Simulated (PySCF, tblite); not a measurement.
# C5H11NOSi2: geometry, infrared bands and NMR shifts

Wanted: the infrared bands and NMR shifts of C5H11NOSi2 (`N#C[SiH2]CC(=O)CC[SiH3]`), by calculation.

The runs use tblite 0.8.0 and PySCF 2.14.0, with density-fitted response routines of our own; the level of theory stands in each step. All values are computed, except where a source is named. Atoms are numbered from 0 throughout.

### Step 1. Starting geometry

20 atoms, charge 0, multiplicity 1; geometry from: force field or distance geometry start.

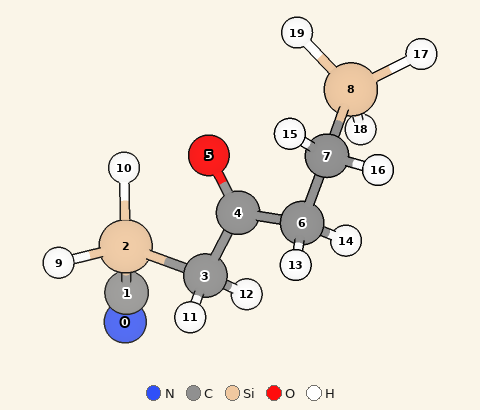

The starting geometry (nitrogen blue, carbon grey, silicon light orange, oxygen red, hydrogen white), atoms numbered.

### Step 2. Optimising the geometry with GFN2-xTB

What the job is given:

```
{"job": {"kind": "relax", "xc": "GFN2-xTB", "basis": "xTB"}, "charge": 0, "multiplicity": 1}
N      4.218600    -3.025500    -0.312200
C      3.643200    -2.005100    -0.162500
Si     2.806900    -0.428200     0.113800
C      1.375600    -0.273300    -1.090000
C      0.169500     0.351100    -0.423200
O      0.297800     0.664300     0.734300
C     -1.089300     0.577600    -1.185600
C     -2.175600     1.216300    -0.383800
Si    -2.559000     0.083300     1.057400
H      3.750500     0.690400    -0.078200
H      2.371500    -0.329700     1.526000
H      1.666000     0.318500    -1.950300
H      1.084000    -1.310800    -1.368900
H     -0.959200     1.151600    -2.111400
H     -1.442600    -0.443400    -1.471900
H     -1.983600     2.259800    -0.077600
H     -3.082200     1.235100    -1.041200
H     -4.026800    -0.114300     1.233500
H     -2.020100    -1.246600     0.741000
H     -2.050300     0.639600     2.305600
```

On the command line:

```sh
$ OMP_NUM_THREADS=1 python probes_run.py task.json out
```

This one command runs all jobs of the session in turn.

Standard output:

```text
step      E/eV     max force
  0    -725.95563    5.374
  1    -725.45110   17.944
  2    -726.23089    1.105
  3    -726.26471    0.465
  4    -726.32800    1.375
  5    -726.35109    1.179
  6    -726.37145    0.396
  7    -726.38192    0.364
  8    -726.39143    0.549
  9    -726.40109    0.437
 10    -726.40894    0.189
 11    -726.41460    0.202
 12    -726.41851    0.277
 13    -726.42123    0.168
 14    -726.42338    0.114
 15    -726.42537    0.186
 16    -726.42726    0.222
 17    -726.42884    0.142
 18    -726.43002    0.067
 19    -726.43097    0.088
 20    -726.43186    0.120
 21    -726.43283    0.089
 22    -726.43398    0.097
 23    -726.43544    0.113
 24    -726.43716    0.167
 25    -726.43891    0.146
 26    -726.44050    0.111
 27    -726.44210    0.124
 28    -726.44396    0.197
 29    -726.44595    0.211
 30    -726.44774    0.143
 31    -726.44929    0.105
 32    -726.45094    0.111
 33    -726.45314    0.195
 34    -726.45591    0.217
 35    -726.45833    0.139
 36    -726.45976    0.079
 37    -726.46076    0.082
 38    -726.46197    0.114
 39    -726.46359    0.125
 40    -726.46541    0.118
 41    -726.46686    0.112
 42    -726.46788    0.101
 43    -726.46875    0.143
 44    -726.46978    0.106
 45    -726.47101    0.080
 46    -726.47186    0.113
 47    -726.47249    0.100
 48    -726.47290    0.048
 49    -726.47329    0.056
 50    -726.47380    0.120
 51    -726.47449    0.157
 52    -726.47516    0.118
 53    -726.47568    0.065
 54    -726.47615    0.065
 55    -726.47682    0.143
 56    -726.47787    0.183
 57    -726.47949    0.136
 58    -726.48168    0.104
 59    -726.48422    0.235
 60    -726.48720    0.366
 61    -726.49074    0.364
 62    -726.49367    0.163
 63    -726.49221    0.785
 64    -726.49714    0.349
 65    -726.49910    0.155
 66    -726.50441    0.241
 67    -726.50831    0.406
 68    -726.51235    0.174
 69    -726.51554    0.210
 70    -726.51849    0.186
 71    -726.52125    0.135
 72    -726.52509    0.188
 73    -726.52893    0.360
 74    -726.53317    0.224
 75    -726.53614    0.420
 76    -726.53981    0.166
 77    -726.54192    0.104
 78    -726.54459    0.155
 79    -726.54680    0.087
 80    -726.55065    0.124
 81    -726.55344    0.174
 82    -726.55601    0.133
 83    -726.55841    0.186
 84    -726.56076    0.182
 85    -726.56225    0.161
 86    -726.56374    0.143
 87    -726.56492    0.096
 88    -726.56596    0.099
 89    -726.56764    0.086
 90    -726.56939    0.093
 91    -726.57105    0.089
 92    -726.57227    0.090
 93    -726.57346    0.104
 94    -726.57475    0.092
 95    -726.57644    0.165
 96    -726.57800    0.127
 97    -726.57946    0.158
 98    -726.58087    0.093
 99    -726.58216    0.105
100    -726.58342    0.085
101    -726.58434    0.073
102    -726.58501    0.050
103    -726.58558    0.066
104    -726.58627    0.083
105    -726.58694    0.072
106    -726.58748    0.043
107    -726.58783    0.042
108    -726.58812    0.039
109    -726.58842    0.041
110    -726.58876    0.060
111    -726.58914    0.049
112    -726.58956    0.069
113    -726.59005    0.056
114    -726.59072    0.057
115    -726.59149    0.097
116    -726.59216    0.051
117    -726.59270    0.123
118    -726.59313    0.082
119    -726.59363    0.049
120    -726.59394    0.049
121    -726.59430    0.056
122    -726.59469    0.051
123    -726.59523    0.044
124    -726.59580    0.096
125    -726.59624    0.047
126    -726.59656    0.143
127    -726.59682    0.088
128    -726.59715    0.037
129    -726.59741    0.055
130    -726.59781    0.089
131    -726.59826    0.090
132    -726.59872    0.073
133    -726.59905    0.037
134    -726.59923    0.029
135    -726.59930    0.041
136    -726.59935    0.039
137    -726.59938    0.027
138    -726.59941    0.012
139    -726.59943    0.012
140    -726.59946    0.016
141    -726.59948    0.017
142    -726.59952    0.015
143    -726.59956    0.017
144    -726.59959    0.014
145    -726.59961    0.009
```

Wall time 1.4 s (1 thread of Arm Neoverse V1, shared host); peak memory 0.18 GiB.

Relaxation path: (not every step is listed) (the energy doesn't fall at every step)

| step | energy from step 0 (eV) | largest force (eV/Å) |
| --- | --- | --- |
| 0 | 0.0000 | 5.3739 |
| 1 | 0.5045 | 17.9445 |
| 2 | -0.2753 | 1.1046 |
| 3 | -0.3091 | 0.4654 |
| 4 | -0.3724 | 1.3752 |
| 5 | -0.3955 | 1.1790 |
| 6 | -0.4158 | 0.3964 |
| 7 | -0.4263 | 0.3642 |
| 8 | -0.4358 | 0.5490 |
| 21 | -0.4772 | 0.0888 |
| 34 | -0.5003 | 0.2172 |
| 47 | -0.5169 | 0.1002 |
| 60 | -0.5316 | 0.3660 |
| 73 | -0.5733 | 0.3598 |
| 86 | -0.6081 | 0.1428 |
| 99 | -0.6265 | 0.1048 |
| 112 | -0.6339 | 0.0695 |
| 125 | -0.6406 | 0.0470 |
| 138 | -0.6438 | 0.0119 |
| 140 | -0.6438 | 0.0158 |
| 141 | -0.6438 | 0.0175 |
| 142 | -0.6439 | 0.0148 |
| 143 | -0.6439 | 0.0165 |
| 144 | -0.6440 | 0.0142 |
| 145 | -0.6440 | 0.0094 |

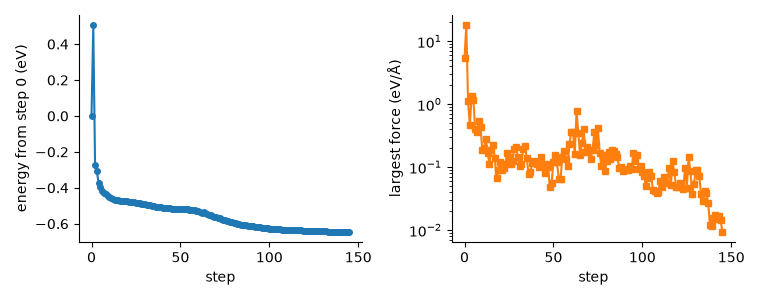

Energy and largest force along the relaxation.

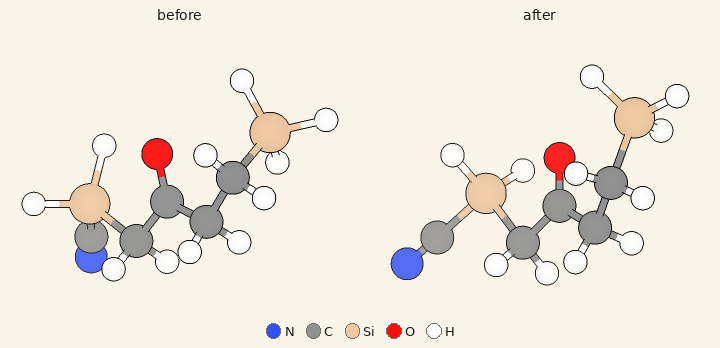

Before and after, at one scale.

Close pairs (by a distance rule), those that changed most:

| bond | before (Å) | after (Å) | change (Å) |
| --- | --- | --- | --- |
| C1–Si2 | 1.806 | 1.875 | +0.068 |
| C7–Si8 | 1.873 | 1.915 | +0.042 |
| Si2–C3 | 1.877 | 1.915 | +0.038 |
| N0–C1 | 1.181 | 1.146 | -0.035 |
| C7–H16 | 1.120 | 1.089 | -0.031 |
| C6–C7 | 1.494 | 1.523 | +0.029 |
| C3–C4 | 1.513 | 1.489 | -0.024 |
| C3–H12 | 1.113 | 1.091 | -0.022 |

The final coordinates are the input of the step that follows.

### Step 3. Vibrational analysis with GFN2-xTB

What the job is given:

```
{"job": {"kind": "ir", "xc": "GFN2-xTB", "basis": "xTB"}, "charge": 0, "multiplicity": 1}
N      5.138614    -1.510156    -0.852632
C      4.128716    -1.211789    -0.401522
Si     2.490857    -0.721346     0.367255
C      1.308489    -0.530730    -1.126443
C      0.041723    -0.088125    -0.480185
O      0.021672    -0.011422     0.733297
C     -1.164562     0.231257    -1.303786
C     -2.112955     1.149738    -0.544630
Si    -2.415152     0.578868     1.258010
H      2.729522     0.562141     1.019257
H      2.098784    -1.835899     1.223118
H      1.636288     0.200274    -1.866180
H      1.140842    -1.460174    -1.672588
H     -0.862534     0.644773    -2.270248
H     -1.662334    -0.724881    -1.502181
H     -1.695646     2.157526    -0.536524
H     -3.055181     1.207533    -1.087976
H     -3.820864     0.945145     1.517401
H     -2.347244    -0.878916     1.357108
H     -1.604185     1.306860     2.224401
```

Standard output:

```text
mode    cm-1     km/mol
  1      27.9      2.63
  2      48.7      0.70
  3      57.4      6.12
  4      90.5      6.74
  5      97.6      6.40
  6     143.6     21.11
  7     200.0     75.96
  8     276.1      9.31
  9     279.1      4.65
 10     303.0      0.88
 11     334.1      0.63
 12     377.9     14.41
 13     430.4      9.78
 14     468.5     40.52
 15     543.5     69.46
 16     585.0     10.75
 17     607.8     74.15
 18     622.3      9.45
 19     629.4     25.13
 20     681.9     38.23
 21     707.9    136.44
 22     726.6    143.81
 23     739.5    184.91
 24     741.7    315.94
 25     761.5      8.81
 26     792.2    102.62
 27     845.2    318.50
 28     870.5    143.82
 29     879.9     22.07
 30     930.2     31.19
 31    1013.3     11.75
 32    1064.6     21.96
 33    1099.9     21.08
 34    1123.2      6.34
 35    1190.8     12.19
 36    1249.4    101.36
 37    1279.1     23.74
 38    1333.0     78.18
 39    1419.5     20.95
 40    1439.9     15.06
 41    1493.1      1.17
 42    1702.6    224.64
 43    2165.0    499.77
 44    2258.6    224.95
 45    2300.0     88.45
 46    2309.3    301.59
 47    2317.7    382.58
 48    2355.5     29.69
 49    2924.9     10.97
 50    2954.5     30.17
 51    2971.2     10.97
 52    2985.0     52.65
 53    2991.3      8.46
 54    3005.6     41.11
```

Run time: 1 s. Hardware: 1 thread of Arm Neoverse V1, shared host; peak memory 0.18 GiB.

Which atoms move in the most intense modes:

| cm⁻¹ | km/mol | atoms |
| --- | --- | --- |
| 740 | 184.9 | H10 13 %, H9 11 %, H12 11 %, C3 10 % |
| 742 | 315.9 | H19 23 %, H18 21 %, H9 13 %, H10 13 % |
| 845 | 318.5 | H17 34 %, H18 34 %, H19 22 % |
| 1703 | 224.6 | C4 62 %, O5 36 % |
| 2165 | 499.8 | H17 95 % |
| 2259 | 224.9 | H18 94 % |
| 2309 | 301.6 | H10 61 %, H9 32 % |
| 2318 | 382.6 | H19 91 % |

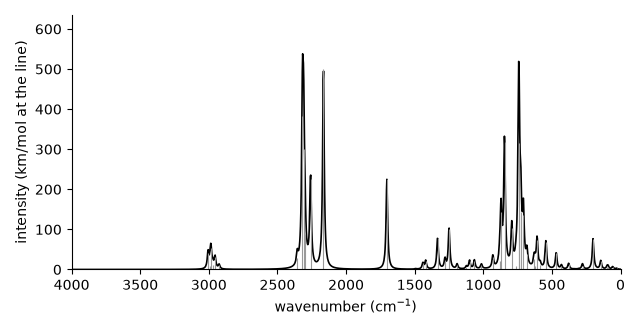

The infrared spectrum from these modes, unscaled. Lines are broadened to a width of 14 cm⁻¹ (Lorentzian).

### Step 4. Shielding tensors: PBE0/pcSseg-1

The job, as its differences from that of step 3:

```diff
@@ -1,2 +1,2 @@
-{"job": {"kind": "ir", "xc": "GFN2-xTB", "basis": "xTB"}, "charge": 0, "multiplicity": 1}
+{"job": {"kind": "nmr", "xc": "PBE0", "basis": "pcSseg-1"}, "charge": 0, "multiplicity": 1}
 N      5.138614    -1.510156    -0.852632
```

With the program's defaults for keys left out, this is: GIAO PBE0/pcSseg-1 NMR shielding, non-relativistic, gas phase.

Standard output:

```text
coarse grid: 17648 points
cycle   1  E = -905.2104044249  dE =  9.512e-01  |g| = 8.173e-01  |ddm| = 4.051e+00
cycle   2  E = -904.8029498505  dE =  4.075e-01  |g| = 1.652e+00  |ddm| = 2.068e+00
cycle   3  E = -905.3443156915  dE = -5.414e-01  |g| = 1.936e-01  |ddm| = 1.572e+00
cycle   4  E = -905.3521705293  dE = -7.855e-03  |g| = 6.240e-02  |ddm| = 1.929e-01
cycle   5  E = -905.3529086378  dE = -7.381e-04  |g| = 3.067e-02  |ddm| = 5.972e-02
cycle   6  E = -905.3530908271  dE = -1.822e-04  |g| = 8.728e-03  |ddm| = 2.314e-02
cycle   7  E = -905.3531069833  dE = -1.616e-05  |g| = 1.919e-03  |ddm| = 6.826e-03
cycle   8  E = -905.3531077570  dE = -7.737e-07  |g| = 4.789e-04  |ddm| = 1.818e-03
final grid: 161184 points
cycle   9  E = -905.4148743253  dE = -2.187e-05  |g| = 1.136e-02  |ddm| = 2.722e-02
cycle  10  E = -905.4148093849  dE =  6.494e-05  |g| = 2.168e-02  |ddm| = 2.474e-02
cycle  11  E = -905.4148993364  dE = -8.995e-05  |g| = 2.124e-03  |ddm| = 1.759e-02
cycle  12  E = -905.4149003017  dE = -9.652e-07  |g| = 2.832e-04  |ddm| = 1.954e-03
cycle  13  E = -905.4149003146  dE = -1.299e-08  |g| = 1.821e-04  |ddm| = 3.695e-04
cycle  14  E = -905.4149003205  dE = -5.866e-09  |g| = 7.537e-05  |ddm| = 1.291e-04
cycle  15  E = -905.4149003218  dE = -1.260e-09  |g| = 1.158e-05  |ddm| = 5.444e-05
cycle  16  E = -905.4149003218  dE = -3.320e-11  |g| = 3.295e-06  |ddm| = 1.332e-05
converged SCF energy = -905.4149003218

GIAO shielding tensors (ppm)
atom      isotropic    diamagn.    paramagn.     s11        s22        s33       span
  0 N      -95.003     336.272    -431.274   -292.989   -289.696    297.677    590.666
  1 C       61.404     260.391    -198.986    -54.577    -50.574    289.365    343.942
  2 Si     435.981     878.251    -442.270    397.422    443.743    466.778     69.355
  3 C      152.470     260.372    -107.902    125.163    134.068    198.177     73.014
  4 C      -41.834     258.846    -300.680   -122.467   -106.701    103.665    226.133
  5 O     -298.528     407.046    -705.574   -789.899   -399.987    294.304   1084.203
  6 C      144.395     253.866    -109.471    125.583    135.313    172.287     46.703
  7 C      181.245     251.055     -69.810    171.087    179.795    192.854     21.767
  8 Si     422.669     878.032    -455.363    392.874    407.159    467.972     75.098
  9 H       27.225      28.489      -1.264     23.270     26.736     31.670      8.400
 10 H       27.173      28.269      -1.096     23.278     26.545     31.697      8.418
 11 H       29.237      32.703      -3.466     25.542     29.855     32.315      6.773
 12 H       29.097      32.318      -3.220     25.619     29.603     32.070      6.451
 13 H       28.537      32.648      -4.111     23.886     28.444     33.282      9.396
 14 H       29.272      32.006      -2.734     25.448     28.941     33.428      7.980
 15 H       30.926      31.235      -0.309     26.428     29.004     37.345     10.916
 16 H       30.862      29.085       1.776     25.371     28.689     38.525     13.155
 17 H       27.739      28.115      -0.376     23.731     25.747     33.740     10.009
 18 H       27.928      29.671      -1.743     24.771     27.277     31.737      6.966
 19 H       27.257      29.350      -2.094     23.590     26.240     31.939      8.349
```

Wall time 52 s (1 thread of Arm Neoverse V1, shared host); peak memory 1.1 GiB.

The references, computed at this level on geometries of the same kind, shield at (ppm): 1H TMS 31.72, 13C TMS 186.9, 29Si TMS 349.2, 15N NH3 267.7, 17O H2O 336.1. Their shielding less the atom's gives the shift. The references are single molecules in the gas phase, so shifts against H2O, NH3, PH3, H3PO4 or CFCl3 are not on the usual liquid scales and can be off by tens of ppm. Atoms listed in one row are averaged.

| atoms | environment | σ (ppm) | δ (ppm) | δ scaled to CDCl3 |
| --- | --- | --- | --- | --- |
| C4 | ketone carbonyl carbon | -41.8 | 228.8 | 221.4 |
| C1 | nitrile carbon | 61.4 | 125.5 | 120.6 |
| C6 | sp3 CH2 α to a carbonyl | 144.4 | 42.5 | 39.6 |
| C3 | sp3 CH2 bonded to Si, α to a carbonyl | 152.5 | 34.5 | 31.7 |
| C7 | sp3 CH2 bonded to Si | 181.2 | 5.7 | 3.6 |
| H9, H10 | hydrogen on a silicon bonded to 2 C | 27.20 | 4.52 | – |
| H17, H18, H19 | hydrogen on a silicon bonded to C | 27.64 | 4.08 | – |
| H13, H14 | hydrogen on an sp3 CH2 α to a carbonyl | 28.90 | 2.81 | 2.76 |
| H11, H12 | hydrogen on an sp3 CH2 bonded to Si, α to a carbonyl | 29.17 | 2.55 | 2.51 |
| H15, H16 | hydrogen on an sp3 CH2 bonded to Si | 30.89 | 0.82 | 0.88 |
| N0 | nitrile nitrogen | -95.0 | 362.7 | – |
| Si8 | silicon bonded to C, 3 H | 422.7 | -73.5 | – |
| Si2 | silicon bonded to 2 C, 2 H | 436.0 | -86.8 | – |
| O5 | ketone oxygen | -298.5 | 634.6 | – |

The scaled column applies a straight-line fit of computed shieldings to shifts measured in CDCl3 (root-mean-square error 0.16 ppm for H, 1.9 ppm for C).

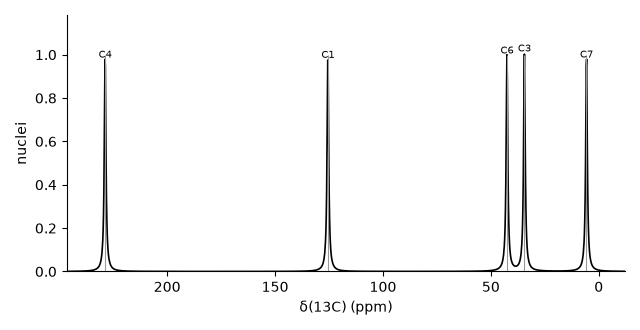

13C lines at the computed shifts, without couplings. Lines are broadened to a width of 0.89 ppm (Lorentzian).

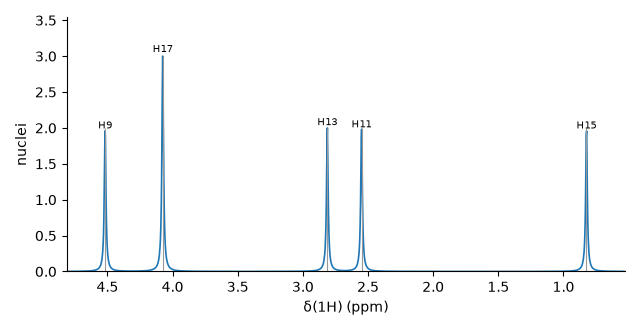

1H lines at the computed shifts, without couplings. Lines are broadened to a width of 0.01 ppm (Lorentzian).

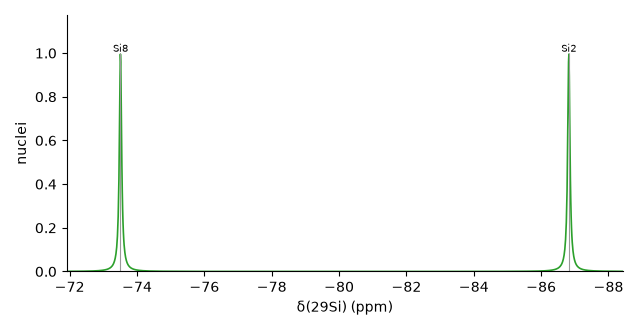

29Si lines at the computed shifts, without couplings. Lines are broadened to a width of 0.08 ppm (Lorentzian).

The run also stored atomic charges by several schemes (e):

| atoms | Mulliken | IAO | Hirshfeld | ESP fit |
| --- | --- | --- | --- | --- |
| N0 | -0.21 | -0.21 | -0.21 | -0.41 |
| C1 | -0.21 | -0.16 | -0.04 | 0.19 |
| Si2 | 0.75 | 0.77 | 0.37 | 0.39 |
| C3 | -0.52 | -0.59 | -0.16 | -0.54 |
| C4 | 0.20 | 0.40 | 0.19 | 0.63 |
| O5 | -0.43 | -0.40 | -0.14 | -0.40 |
| C6 | -0.21 | -0.30 | -0.07 | -0.17 |
| C7 | -0.52 | -0.54 | -0.16 | -0.17 |
| Si8 | 0.54 | 0.62 | 0.28 | 0.39 |

IAO charges:

N0 -0.21; C1 -0.16; Si2 0.77; C3 -0.59; C4 0.40; O5 -0.40; C6 -0.30; C7 -0.54; Si8 0.62; H9 -0.09; H10 -0.09; H11 0.18; H12 0.18; H13 0.15; H14 0.17; H15 0.15; H16 0.15; H17 -0.15; H18 -0.13; H19 -0.12

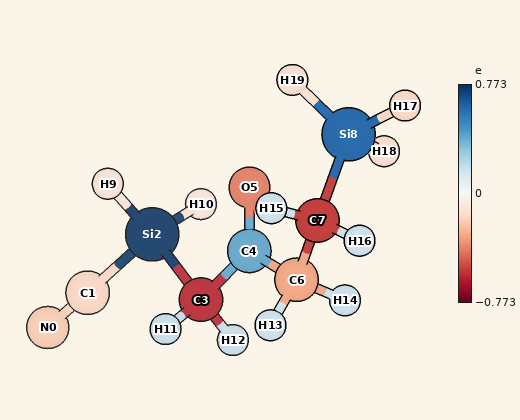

IAO charges, as colours on the atoms.

Mayer bond orders: N0–C1 2.94, C1–Si2 0.80, Si2–C3 0.87, C3–C4 0.99, C4–O5 1.83, C4–C6 0.98, C6–C7 1.05, C7–Si8 0.87.

### Step 5. Summary of results

| quantity | value |
| --- | --- |
| strongest single infrared mode (GFN2-xTB) | 2165 cm⁻¹, 500 km/mol |
| zero-point energy (GFN2-xTB) | 88.3 kcal/mol |
| 13C shifts against TMS (PBE0/pcSseg-1) | 228.8, 125.5, 42.5, 34.5, 5.7 ppm |
| 1H shifts against TMS (PBE0/pcSseg-1, means over atoms taken as alike) | 4.52, 4.08, 2.81, 2.55, 0.82 ppm |
| 15N shifts against NH3 (PBE0/pcSseg-1) | 362.7 ppm |
| 29Si shifts against TMS (PBE0/pcSseg-1) | -73.5, -86.8 ppm |
| 17O shifts against H2O (PBE0/pcSseg-1) | 634.6 ppm |

In words: Relaxing lowered the energy by 0.644 eV in 145 steps; the close pair that moved most is C1–Si2, from 1.806 to 1.875 Å. All 54 modes are real, so the xTB geometry is a minimum. The strongest single mode, at 2165 cm⁻¹, moves mainly H17. Unscaled tight-binding wavenumbers are off by several per cent, some by more. Its intensities can rank the bands wrongly. The most deshielded carbon is C4 (ketone carbonyl carbon), at 228.8 ppm: low-lying n→π* states of the double bond to the heteroatom give a large paramagnetic term (-301 ppm). At PBE0/pcSseg-1: Shielding is most anisotropic at O5 (span 1084 ppm, paramagnetic term -706 ppm).
